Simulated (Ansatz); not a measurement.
The starting structures come from a database of crystals and need not be the phases stable at ambient conditions.

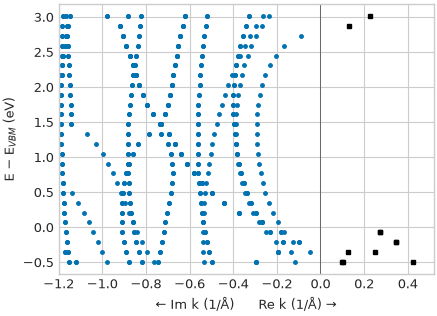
Figure: Complex bands at the centre of the two-dimensional zone; PBEsol run with Ansatz (a quantum-chemistry and plane-wave program)

No gap correction and no spin-orbit coupling; mid-gap values are interpolated between computed energies.

Task: This is Pb$_{2}$OF$_{2}$ (P4_2/nmc, not sure to be the ambient phase, 20 atoms a cell, 19.6 Å³ an atom, -2 GPa at this level) along the normal of (001). Read off the slowest decay at the centre of the two-dimensional zone at 1.33 eV, the computed energy nearest the middle of the gap.

Result: κ ≈ 0.29 1/Å, a decay length 1/(2κ) of the density of 1.7 Å.
